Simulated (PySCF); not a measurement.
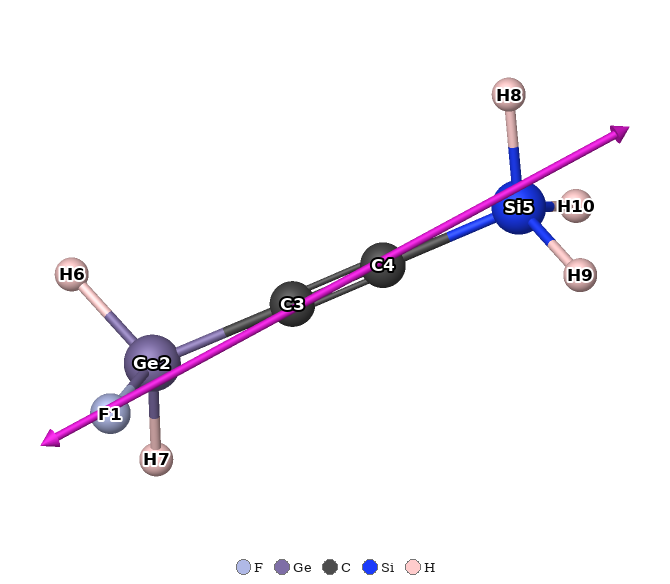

The double arrow shows the direction of the transition dipole to excited singlet state 7 (its length means nothing). The computed structure is the end point of a PBE0-D3(BJ)/def2-SVP optimisation. No frequency run is at hand to confirm it as a minimum. Properties computed with TDDFT PBE0/def2-TZVPD, vertical, gas phase, core orbitals frozen in the response (PySCF 2.14.0).

**How is the transition polarised?**

Close to the long direction F1···Si5.

**Give its energy, strength and character.**

7.47 eV (166 nm), oscillator strength 0.037, mainly HOMO−1 → LUMO+2 (weight 0.90); transition dipole 1.15 D.
